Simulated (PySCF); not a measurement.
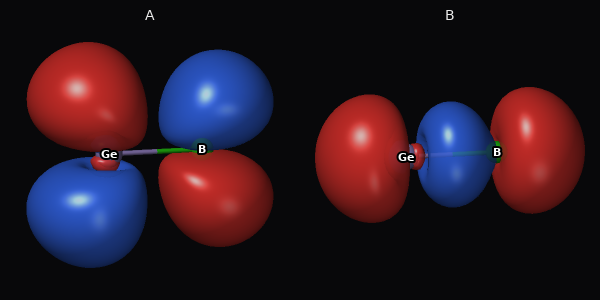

GeB (quartet). Two frontier α-spin orbitals, each drawn at the value that holds 80 % of its norm (red and blue are the two phases), in no order; of a degenerate pair one member is drawn.

Computed with PySCF, PBE0/cc-pVTZ(-PP), non-relativistic Hamiltonian with scalar-relativistic core potentials where named, at a bond length of 1.984 Å.

> Label each orbital by symmetry, say whether it is occupied, and order them by energy.

Orbital B: σ, occupied in this spin, −6.56 eV; shared between the atoms (Ge 45 %, B 55 %).
Orbital A: π, empty in this spin, −1.65 eV; antibonding, with a node between the atoms.
